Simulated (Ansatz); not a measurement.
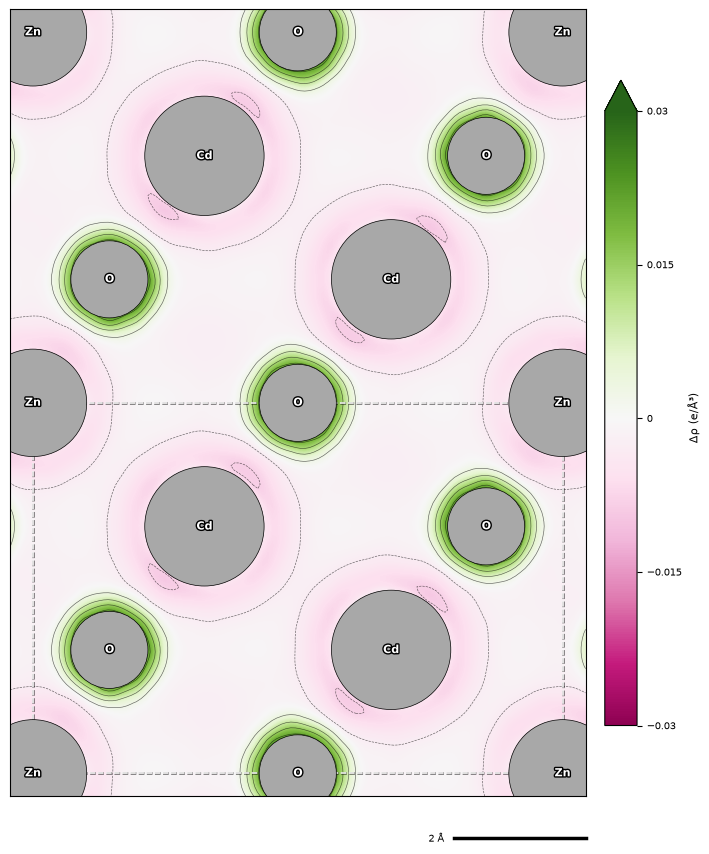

ZnCd2O3. Difference of the valence pseudo-densities of two functionals at the same geometry, on the (110) plane of the calculation cell: one of LDA and PBE less the other.

Space group P-3m1; a structure generated by program, which may or may not match a known phase.

Both computed with Ansatz (plane waves, PAW), on the same k-point mesh. Grey discs cover the atomic cores.

> Which was subtracted from which, and what does the map show?

It is PBE less LDA. Against LDA, PBE gives less density around Zn (−0.006 e/Å³ on average at 1.0 Å from the nucleus), less density around Cd (−0.007 e/Å³ on average at 1.1 Å from the nucleus), more density around O (+0.009 e/Å³ on average at 0.7 Å from the nucleus) and a change of −0.006 e/Å³ at the midpoint of Zn–O and −0.007 e/Å³ at the midpoint of Cd–O.
